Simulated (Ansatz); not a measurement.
## H: molecular dynamics (part 2 of 4)

The same run, continued: H (disordered cell, 16 atoms in the cell); DFT PBE-D3(BJ), scalar-relativistic, plane waves, PAW (Ansatz 0.2.0); cutoff 420 eV, 1×1×1 k-mesh, Fermi–Dirac smearing of 0.02 eV. The run did not end well. One setting was made poor on purpose. It belongs to a series of runs on one base structure; here: dynamics from the last frame of the run before. The run did not end well; see the last part.

Geometry of the input (Å; fractional positions):
```
6.2145  0.0000  0.0000
0.0000  6.2145  0.0000
0.0000  0.0000  6.2145
H  0.7500  0.9502  0.7573
H  0.7357  0.8470  0.6976
H  0.5878  0.6356  0.0728
H  0.6364  0.7208  0.1409
H  0.4598  0.2576  0.0964
H  0.5443  0.1733  0.0808
H  0.5806  0.3245  0.6953
H  0.5933  0.3349  0.5757
H  0.1730  0.6258  0.7984
H  0.2125  0.5118  0.7776
H  1.1762  0.9350  0.1081
H  1.0820  0.9630  0.1832
H  0.3090  0.1320  0.5220
H  0.2092  0.0711  0.5756
H  0.9710  0.5100  0.4383
H  0.9052  0.5481  0.3402
```

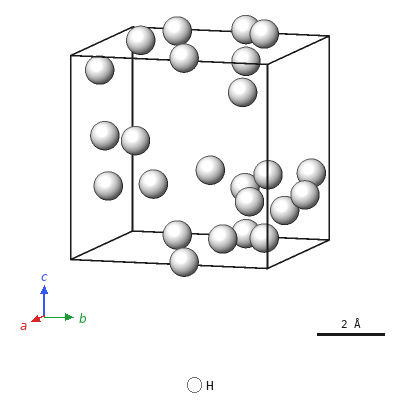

Figure 1. The geometry at step 8 of the log (spheres-only view of the cell of the calculation, seen slightly off an axis).

**Trajectory as extended XYZ, continued**
```
16
Lattice="6.2145 0.0000 0.0000 0.0000 6.2145 0.0000 0.0000 0.0000 6.2145" Properties=species:S:1:pos:R:3:forces:R:3 step=1 time_fs=3.0 energy=-253.12087 temperature=773.2
H     4.6164    5.9279    4.6019    0.1216   1.0750   0.4848
H     4.5592    5.2765    4.3058   -0.0628  -1.0783  -0.4860
H     3.5985    3.9381    0.4098    1.2750   1.7807   1.4962
H     4.0173    4.5151    0.9015   -1.2837  -1.7841  -1.4933
H     2.8459    1.5673    0.5947   -3.0471   2.6431   0.1946
H     3.3411    1.1304    0.5640    3.0194  -2.6514  -0.1955
H     3.5908    1.9870    4.2663   -0.7528  -0.6263   3.1060
H     3.7510    2.1252    3.6263    0.8282   0.7282  -3.0997
H     1.1145    3.7852    4.9714   -2.3806   6.8104   1.6724
H     1.3126    3.2197    4.8340    2.3958  -6.8025  -1.6444
H     7.2450    5.8135    0.6966   -0.1350   0.0074   0.0818
H     6.7333    5.9813    1.2229    0.0900  -0.0547  -0.1383
H     1.9433    0.7776    3.2838   -0.7402  -0.3638   0.2623
H     1.2841    0.4504    3.5238    0.6743   0.3345  -0.2563
H     6.0223    3.1592    2.7110    0.5013  -0.4206   0.9544
H     5.7098    3.4222    2.1180   -0.5034   0.4024  -0.9391
16
Lattice="6.2145 0.0000 0.0000 0.0000 6.2145 0.0000 0.0000 0.0000 6.2145" Properties=species:S:1:pos:R:3:forces:R:3 step=2 time_fs=6.0 energy=-244.23144 temperature=4182.5
H     4.5827    6.0471    4.5407   -0.1242  -3.0688  -1.1009
H     4.5406    5.1928    4.2332    0.2275   3.0684   1.1371
H     3.6597    4.0880    0.5028  -11.0842 -10.9662 -10.5646
H     3.9634    4.3888    0.7918   11.0956  10.9721  10.5655
H     2.5698    1.7634    0.6072    3.5128  -2.9443  -0.0625
H     3.5618    0.9536    0.6086   -3.6008   2.9333  -0.0176
H     3.5077    1.9024    4.4830    1.3779   1.4235  -4.2535
H     3.8870    2.2325    3.4045   -1.4237  -1.2597   4.2551
H     0.9473    4.2714    5.1259    1.0029  -2.9298  -0.7422
H     1.5123    2.6695    4.6930   -0.8272   2.9166   0.8734
H     7.1686    5.8174    0.7286    0.5904  -0.2799  -0.8726
H     6.7506    5.9732    1.2954   -0.6404   0.1939   0.8263
H     1.9016    0.7032    3.3467    6.2128   2.3124  -1.1494
H     1.3269    0.4878    3.4484   -6.2591  -2.3520   1.0625
H     6.0551    3.1114    2.7832   -0.9693   1.1481  -2.2926
H     5.7500    3.4742    2.0387    0.9091  -1.1676   2.3362
16
Lattice="6.2145 0.0000 0.0000 0.0000 6.2145 0.0000 0.0000 0.0000 6.2145" Properties=species:S:1:pos:R:3:forces:R:3 step=3 time_fs=9.0 energy=-236.25195 temperature=18259.2
H     4.5383    5.9029    4.3850   -0.0513  14.2383   3.4477
H     4.5416    5.3726    4.2582    0.1319 -14.3029  -3.3990
H     2.7642    3.2914   -0.3160   -1.4772  -0.9879  -1.3275
H     4.8671    5.2095    1.5941    0.2125   0.1086   0.0950
H     2.5952    1.7067    0.6143    3.5289  -2.5583   0.1247
H     3.4734    1.0286    0.6518   -3.4951   2.6335   0.0702
H     3.5423    1.9396    4.3361    1.2677   1.0748  -2.8551
H     3.9013    2.2321    3.5466   -1.0890  -1.1190   2.6146
H     0.8664    4.5059    5.2167    0.3834  -0.0599   0.1986
H     1.6411    2.3696    4.6271    1.0266   1.0401   1.1899
H     7.1451    5.7964    0.6823   -1.1339   0.1626   1.4914
H     6.7108    5.9826    1.4423    0.6190  -0.7254  -2.0177
H     2.3982    0.8291    3.3100   -3.0883  -0.6037   0.4223
H     0.8274    0.3215    3.4651    3.1826   1.1238  -0.1588
H     6.0011    3.1665    2.6499    3.0308  -5.9610  11.2089
H     5.8717    3.4216    2.1685   -3.0487   5.9364 -11.1050
16
Lattice="6.2145 0.0000 0.0000 0.0000 6.2145 0.0000 0.0000 0.0000 6.2145" Properties=species:S:1:pos:R:3:forces:R:3 step=4 time_fs=12.0 energy=-136.87140 temperature=6015764.8
H     4.4895    6.9882    4.5271    0.3272  -1.6610   0.1410
H     4.5539    4.3172    3.9896    0.7122   0.3794   0.2241
H     1.7414    2.4099   -1.2489  -12.9231  27.8545  33.6450
H     5.7894    6.0398    2.4048    2.0656   0.7903   1.3676
H     2.9224    1.4314    0.6320  -242.8852 152.3372 -102.4941
H     3.0862    1.3288    0.7011  242.9237 -152.3159 102.5256
H     3.6895    2.0723    3.9356  -609.3347 -284.5307  67.1466
H     3.8183    2.1325    3.9214  609.1171 285.2069 -67.6021
H     0.8184    4.7353    5.3246   -0.1126   0.5022   0.7859
H     1.8581    2.1590    4.6630   12.8432 -27.7677 -33.3992
H     7.0241    5.7892    0.7642    0.8429  -0.9728  -2.8203
H     6.7241    5.9296    1.4157   -1.4231   0.4168   2.2364
H     2.6297    0.9033    3.3097   -1.3343  -0.6886   0.1287
H     0.6011    0.2517    3.4682   -0.6859  -0.0274  -1.7999
H     6.2089    2.7069    3.4843   -0.5326   1.0942  -0.7812
H     5.7301    3.8815    1.3396    0.3997  -0.6174   0.6961
16
Lattice="6.2145 0.0000 0.0000 0.0000 6.2145 0.0000 0.0000 0.0000 6.2145" Properties=species:S:1:pos:R:3:forces:R:3 step=5 time_fs=15.0 energy=-230.87327 temperature=24192444.9
H     4.4690    7.9308    4.6814    0.9099  -0.1243  -2.7780
H     4.6277    3.2941    3.7401    0.5367  -0.9900   0.5009
H    -0.3942    3.9291    0.7180   16.3445 -30.5648  12.5023
H     6.8890    6.9379    3.3325    3.0557   3.9137  -0.3674
H   -17.6754   14.2806   -8.1799    1.7426   1.1025  -1.8982
H    23.6269  -11.4935    9.5828   -1.0554   0.8389   1.9492
H   -48.6557  -22.3071    9.3202    0.7977   0.0407  -0.4142
H    56.2095   26.6032   -1.5280   -2.0194  -3.3814   4.2266
H     0.7605    5.0083    5.5001    0.2485   1.0027   0.8015
H     3.1805   -0.4446    1.8204   -0.2702   1.1901   1.1737
H     6.9796    5.6962    0.5942   -0.8645   0.2529   1.6311
H     6.6107    5.9143    1.5904    1.1195  -0.4104  -2.8380
H     2.7466    0.9177    3.3203    0.2544  -0.4927  -0.7465
H     0.3166    0.1794    3.3171   -3.2012  -4.4713   0.0732
H     6.3710    2.3416    4.2516   -0.6948   2.1615  -1.4417
H     5.6229    4.2885    0.5706  -16.9038  29.9318 -12.3744
16
Lattice="6.2145 0.0000 0.0000 0.0000 6.2145 0.0000 0.0000 0.0000 6.2145" Properties=species:S:1:pos:R:3:forces:R:3 step=6 time_fs=18.0 energy=-234.42650 temperature=24191703.2
H     4.5266    8.8630    4.5964   -0.8748   2.1465   4.1292
H     4.7476    2.1859    3.5338   -0.1044  -1.3785  -1.6685
H    -1.1212    2.8146    3.7614    1.1082  -0.1549  -1.0495
H     8.2515    8.1730    4.2281    0.0475  -1.5442  -1.8797
H   -38.1259   27.2254  -17.1542   -2.3968   2.5945   1.6901
H    44.0762  -24.2434   18.6326    0.2161   0.8364  -2.1963
H  -100.9318  -46.6832   14.6692    2.3475  -2.5865  -3.1424
H   108.4288   50.7829   -6.6146    2.9977  -0.3127  -1.5942
H     0.7240    5.3677    5.7448    0.1621   1.3579   2.4461
H     4.4795   -2.9461   -0.9215   -0.1085  -1.0963  -0.0064
H     6.8622    5.6240    0.5611   -0.0480  -0.6316  -1.0483
H     6.5922    5.8644    1.5240   -0.9144  -0.4182   2.7210
H     2.8856    0.8899    3.2668   -1.5511   2.1261   1.5728
H    -0.2434   -0.2780    3.1730    0.7577   0.3584  -2.6671
H     6.4743    2.1618    4.8948    1.3544  -1.2106   0.5053
H     4.0588    7.2746   -1.2639   -2.9931  -0.0862   2.1878
16
Lattice="6.2145 0.0000 0.0000 0.0000 6.2145 0.0000 0.0000 0.0000 6.2145" Properties=species:S:1:pos:R:3:forces:R:3 step=7 time_fs=21.0 energy=-171.26538 temperature=29744084.7
H     4.5089    9.9801    4.8671    1.6164   0.5715  -0.5999
H     4.8586    0.9590    3.1838    2.6172  -0.3963  -1.5370
H    -1.7527    1.6867    6.7144    1.7601  -2.1161   0.2786
H     9.6181    9.2750    4.9618  201.2225 -223.5817 -614.2943
H   -58.7829   40.3937  -25.9829  -201.7574 222.8849 614.8517
H    64.5443  -36.9212   27.4933    1.8601   2.5832   2.9025
H  -153.0057  -71.2821   19.7476    0.0655   0.3819   1.2900
H   160.9064   74.9357  -11.8386   -1.6678   2.1807   0.6703
H     0.7014    5.8442    6.2002    3.4272   5.3194  -7.9712
H     5.7692   -5.5420   -3.6640   -3.8469   0.3616   2.7763
H     6.7407    5.4975    0.4377   -2.2134  -5.8022   6.4484
H     6.4950    5.7785    1.6921   -2.1069  -0.5046   1.7502
H     2.8909    1.0452    3.3489   -1.7997  -2.8553  -2.9348
H    -0.7380   -0.7045    2.7990    2.0940   1.0758  -1.7836
H     6.6943    1.8777    5.5815   -1.0669   0.1308  -0.2372
H     2.2368   10.2532   -2.9100   -0.2041  -0.2336  -1.6100
16
Lattice="6.2145 0.0000 0.0000 0.0000 6.2145 0.0000 0.0000 0.0000 6.2145" Properties=species:S:1:pos:R:3:forces:R:3 step=8 time_fs=24.0 energy=-233.36298 temperature=45664472.9
H     4.6305   11.1464    5.0861   -1.0558   2.5037   0.9785
H     5.1950   -0.3021    2.7014   -0.7816  -0.3547   0.2515
H    -2.2326    0.3766    9.6914   -2.7446   1.3226  -0.4602
H    28.3195   -8.8840  -47.2245    0.1540   0.3163  -0.1512
H   -96.8208   72.7630   18.1564    0.2019   0.5499   0.2957
H    85.1725  -49.3765   36.6040    0.6863  -2.7599  -1.1423
H  -205.0740  -95.8481   24.9371    0.3426  -0.1200  -0.1196
H   213.2403   99.2763  -17.0048   -1.0999   0.1943   0.4024
H     0.9741    6.7789    5.9689   -1.0106   3.3175   0.5494
H     6.7275   -8.1067   -6.1673   -0.5286  -0.6352   0.5705
H     6.4284    4.8710    0.8698    0.5872   0.7934   0.3327
H     6.2162    5.6490    2.0109    0.8949   0.6548  -1.8320
H     2.7412    0.9546    3.1781    2.9135  -1.7662   0.1215
H    -1.0523   -1.0384    2.2714   -0.4263   0.0977   0.6364
H     6.8225    1.6048    6.2478    1.0506  -3.2983  -0.7019
H     0.3973   13.2117   -4.6948    0.8164  -0.8158   0.2686
16
Lattice="6.2145 0.0000 0.0000 0.0000 6.2145 0.0000 0.0000 0.0000 6.2145" Properties=species:S:1:pos:R:3:forces:R:3 step=9 time_fs=27.0 energy=-234.71327 temperature=45646606.9
H     4.6610   12.5285    5.3894    0.0883  -0.2461   0.0584
H     5.4641   -1.5938    2.2406    1.0379  -2.3518  -0.9320
H    -2.9490   -0.8196   12.6288   -2.9685   0.4219  -0.2116
H    47.0341  -27.0157  -99.4238   -0.4636   0.2727  -1.7381
H  -134.8413  105.1797   62.3212    2.9929  -0.7147   0.2065
H   105.8599  -62.0695   45.6162   -0.2823  -0.6309   0.3062
H  -257.1127 -120.4244   30.1162    0.6382  -0.2552   3.1448
H   265.4794  123.6336  -22.1364   -0.1993  -0.6766  -1.0617
H     1.1597    7.9994    5.7849   -0.8749  -2.2055   2.7686
H     7.6402  -10.7262   -8.6214    1.8416  -1.0054  -0.6839
H     6.1667    4.3130    1.3306   -0.8133  -0.4229   0.1714
H     6.0146    5.5760    2.1718    2.6591   3.4487  -0.0913
H     2.8425    0.7118    3.0178   -1.2815   0.9810   1.2517
H    -1.4033   -1.3638    1.7987   -2.8017   0.9193   1.1749
H     7.0411    1.0479    6.8537    0.7760   1.8858  -3.3083
H    -1.3719   16.0999   -6.4564   -0.3488   0.5798  -1.0556
16
Lattice="6.2145 0.0000 0.0000 0.0000 6.2145 0.0000 0.0000 0.0000 6.2145" Properties=species:S:1:pos:R:3:forces:R:3 step=10 time_fs=30.0 energy=-224.23825 temperature=45136812.4
H     4.6992   13.8893    5.6977    0.2386   0.2396  -0.0808
H     5.8225   -3.0880    1.6996   -0.1535  -8.5456  -1.5464
H    -3.9211   -1.9795   15.5479    3.1244   0.7047   2.0727
H    65.7089  -45.1239 -151.7729   -3.2445  -1.1819  -1.5718
H  -172.6040  137.5348  106.5038   64.5357  36.5170 -22.8509
H   126.5230  -74.8169   54.6549    0.4520   0.3553  -0.8091
H  -309.0964 -145.0228   35.5663   -0.7143   0.8670  -0.6098
H   317.7014  147.9327  -27.3594    0.0257   0.0816  -0.5392
H     1.2699    9.0299    5.8394    0.0931   0.6842  -0.7922
H     8.7116  -13.4322  -11.1345    2.6541  -1.0108  -0.4891
H     5.8350    3.7185    1.8061    0.2247   8.3345   1.5846
H     6.0420    5.8001    2.3250    0.7856  -0.7880   1.4936
H     2.8333    0.5535    2.9653    0.6926  -0.5657   2.9627
H    -1.9956   -1.6101    1.4271   -2.4782   1.1708  -0.2936
H     7.3266    0.6533    7.1745  -64.6080 -36.4309  22.8894
H    -3.1711   19.0380   -8.3090   -1.6279  -0.4316  -1.4202
16
Lattice="6.2145 0.0000 0.0000 0.0000 6.2145 0.0000 0.0000 0.0000 6.2145" Properties=species:S:1:pos:R:3:forces:R:3 step=11 time_fs=33.0 energy=-230.70096 temperature=44780126.1
H     4.7580   15.2708    5.9991   -2.2363  -1.3611  -2.2898
H     6.1678   -5.3185    1.0253   -0.1158  -1.3669   0.6050
H    -4.6240   -3.0787   18.6456   -0.7625   1.9587  -0.8434
H    84.1041  -63.3340 -204.2574   -1.1493   8.1952  -3.0650
H  -204.8071  173.0357  148.7178    0.1878   0.4645  -0.2474
H   147.2250  -87.5337   63.6238   -0.2656   0.4561   1.3943
H  -361.1417 -169.5464   40.9639   -0.2295  -1.0499  -2.6869
H   369.9256  172.2388  -32.6289   -0.0799   0.0628  -0.8195
H     1.3881   10.1193    5.8257    0.3224  -2.1222   1.2539
H    10.0116  -16.2254  -13.6897    2.2819   1.3170   2.5458
H     5.5227    3.8420    2.4181    0.5473   1.5554   2.9634
H     6.1371    5.9563    2.6068   -0.9955   0.3422  -1.5995
H     2.8839    0.3465    3.1681    0.7724  -0.5772  -0.2220
H    -2.8015   -1.7555    1.0303    1.6600  -8.0101   2.9708
H     2.0462   -2.8796    9.4672   -1.7803   0.1878  -2.4367
H    -5.1106   21.9390  -10.2839    1.8428  -0.0522   2.4770
16
Lattice="6.2145 0.0000 0.0000 0.0000 6.2145 0.0000 0.0000 0.0000 6.2145" Properties=species:S:1:pos:R:3:forces:R:3 step=12 time_fs=36.0 energy=-232.08020 temperature=44660293.3
H     4.6241   16.5350    6.1033    1.6445  -1.1162  -0.9940
H     6.5031   -7.6666    0.4032    0.0840   2.1631  -1.1716
H    -5.3926   -4.0091   21.6706   -0.5522   0.3263  -0.0226
H   102.4003  -80.8380 -257.0059   -0.3523  -1.2986   5.9430
H  -236.9940  208.5767  190.9105    0.2042   1.5800  -1.3460
H   167.9041 -100.2112   72.7129    0.2668  -1.0616  -0.3511
H  -413.2068 -194.1605   46.1300    0.3836  -0.1510  -0.9025
H   422.1428  196.5503  -37.9690   -3.2902   0.4948   0.6617
H     1.5342   11.0259    5.9200   -0.3946   0.6867   0.2760
H    11.5082  -18.9051  -16.0256    2.2195   0.6696   0.3448
H     5.2574    4.0995    3.2855    0.3174  -1.3641   2.0687
H     6.1464    6.1420    2.7507   -2.0184  -0.3129   0.1629
H     3.0010    0.0897    3.3517    0.4847   0.2799  -5.6963
H    -3.4643   -2.5909    0.8894    0.5383   1.3648   0.2612
H    -3.3875   -6.3964   11.5500   -0.9546  -0.6608  -0.0900
H    -6.8913   24.8355  -12.0454    1.4195  -1.5998   0.8558
16
Lattice="6.2145 0.0000 0.0000 0.0000 6.2145 0.0000 0.0000 0.0000 6.2145" Properties=species:S:1:pos:R:3:forces:R:3 step=13 time_fs=39.0 energy=-228.25524 temperature=44526343.8
H     4.6318   17.7030    6.1218    0.3477  -0.5167  -1.4368
H     6.8456   -9.8285   -0.3199   -1.6354  -1.1695   0.6998
H    -6.2088   -4.9114   24.6937    0.7649   1.2751  -0.0198
H   120.6662  -98.4540 -309.2424    1.1044  -0.4667   1.1338
H  -269.1633  244.2537  232.9873   -0.5699   0.3978   1.1027
H   188.6062 -112.9802   81.7717   -2.7336   1.4356  -1.6867
H  -465.2388 -218.7876   51.2183    0.6907   0.9335   0.2490
H   474.0767  220.9044  -43.2520    0.0497   1.1429  -0.4242
H     1.6462   11.9917    6.0381    1.1422  -0.8387   2.5025
H    13.1960  -21.5271  -18.3317   -0.5052  -1.2986  -1.3029
H     5.0196    4.2395    4.3310   -1.1451   0.2397   1.7032
H     5.9819    6.3007    2.9088    0.3336  -0.8513  -0.9598
H     3.1598   -0.1429    3.0446   -0.2009   1.2056  -1.3879
H    -4.0808   -3.3088    0.7710    3.2366  -1.2476   1.8578
H    -8.9035   -9.9701   13.6250   -1.8300  -0.5337  -0.3079
H    -8.5498   27.5941  -13.7332    0.9501   0.2925  -1.7227
16
Lattice="6.2145 0.0000 0.0000 0.0000 6.2145 0.0000 0.0000 0.0000 6.2145" Properties=species:S:1:pos:R:3:forces:R:3 step=14 time_fs=42.0 energy=-231.32461 temperature=44559522.2
H     4.6695   18.8266    6.0165   -0.2791  -2.4527   1.5392
H     7.0473  -12.0911   -0.9827    2.2054  -0.7193   2.3057
H    -6.9591   -5.7039   27.7151  -12.9449  11.7550  -4.4233
H   139.0272 -116.1101 -361.3813    0.4884  -0.6081   0.1072
H  -301.3817  279.9651  275.1590    0.1440  -1.2756   0.7913
H   209.0728 -125.6255   90.6853   -3.3670  -9.7927  24.0261
H  -517.2113 -243.3343   56.3281   -0.6557   1.7426  -2.9180
H   526.0148  245.3569  -48.5716   -0.3154   0.7176  -0.7894
H     1.8566   12.8852    6.3718   -2.5547  -0.2774  -1.4342
H    14.8403  -24.2610  -20.7502   -0.4686  -0.0553   0.3130
H     4.6831    4.4001    5.5233    0.0852   0.2354   2.3708
H     5.8461    6.3861    2.9841   13.0602 -11.6503   4.4298
H     3.3014   -0.2717    2.6180   -2.0731   1.4697  -2.0996
H    -4.4184   -4.1341    0.8126    1.5490  -0.5509  -1.6524
H   -14.5771  -13.5898   15.6735    4.7424   8.9420 -23.4065
H   -10.1264   30.3780  -15.5695    0.3840   2.5201   0.8402
16
Lattice="6.2145 0.0000 0.0000 0.0000 6.2145 0.0000 0.0000 0.0000 6.2145" Properties=species:S:1:pos:R:3:forces:R:3 step=15 time_fs=45.0 energy=-228.20269 temperature=44675636.4
H     4.6832   19.7388    6.0438   -3.4565  -1.1650  -1.8029
H     7.4389  -14.4157   -1.4468   -0.2617   1.8042  -1.5103
H    -8.8245   -5.4837   30.3554    3.2980   0.7035   1.6597
H   157.4303 -133.8186 -413.5109   -0.4624  -0.0126  -0.5267
H  -333.5877  315.5665  317.3989    1.2077   1.4382  -1.9109
H   229.2493 -139.1143  101.6686   -0.7650  -1.7492   0.3077
H  -569.2403 -267.7308   61.1865   -0.6829  -1.2925   2.3527
H   577.9258  269.8713  -53.9592    1.3549   0.0688  -1.2103
H     1.8470   13.7548    6.5819   19.6634   8.9390 -26.6022
H    16.4442  -26.9996  -23.1416    1.7057   1.8799  -3.1297
H     4.3539    4.5810    6.9198   -0.8429  -1.8284   3.3135
H     6.8354    5.4679    3.4411    0.3484  -1.8077   1.4802
H     3.2643   -0.2739    2.0105   -0.4969  -0.1205  -0.0459
H    -4.6226   -5.0069    0.7119  -19.4217  -9.3312  26.3361
H   -19.8421  -16.4391   15.7056    0.2116   0.8934  -0.8564
H   -11.6699   33.3789  -17.3333   -1.3996   1.5801   2.1455
```
